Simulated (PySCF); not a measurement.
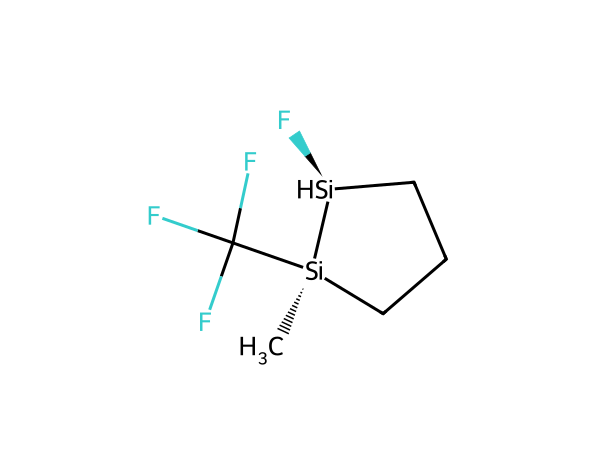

Computed geometry: PBE0-D3(BJ)/def2-SVP optimisation. No frequency run is at hand to confirm it as a minimum. Properties computed with CAM-B3LYP/def2-SVPD, gas phase (PySCF 2.14.0). Excitations: vertical, linear response.

Predict the main results.

The species is C5H10F4Si2 (`C[Si@@]1(C(F)(F)F)CCC[Si@@H]1F`).
- dipole moment: 4.31 D
- HOMO energy (Kohn–Sham orbital): −8.99 eV
- LUMO energy (Kohn–Sham orbital): 0.23 eV
- HOMO–LUMO gap: 9.22 eV
- mean static polarisability: 110.0 bohr³
- lowest vertical singlet excitation: 5.77 eV
- its oscillator strength: 0.014
- brightest of the 10 lowest singlets: 8.04 eV
- its oscillator strength: 0.20
